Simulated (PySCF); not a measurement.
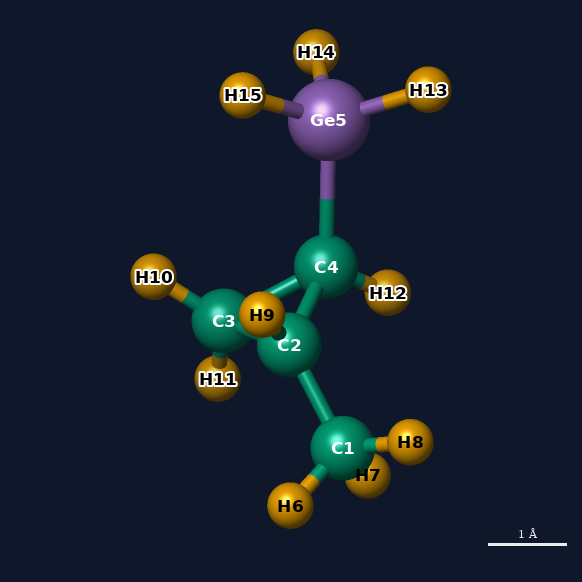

The computed structure is the end point of a GFN2-xTB optimisation. No frequency run is at hand to confirm it as a minimum.

Give the bond lengths.

```json
{"bond": "C1–C2", "length (Å)": "1.507"}
{"bond": "C1–H6", "length (Å)": "1.089"}
{"bond": "C1–H7", "length (Å)": "1.088"}
{"bond": "C1–H8", "length (Å)": "1.089"}
{"bond": "C2–C3", "length (Å)": "1.492"}
{"bond": "C2–C4", "length (Å)": "1.503"}
{"bond": "C2–H9", "length (Å)": "1.086"}
{"bond": "C3–C4", "length (Å)": "1.506"}
{"bond": "C3–H10", "length (Å)": "1.082"}
{"bond": "C3–H11", "length (Å)": "1.080"}
{"bond": "C4–Ge5", "length (Å)": "1.948"}
{"bond": "C4–H12", "length (Å)": "1.084"}
{"bond": "Ge5–H13", "length (Å)": "1.496"}
{"bond": "Ge5–H14", "length (Å)": "1.496"}
{"bond": "Ge5–H15", "length (Å)": "1.495"}
```
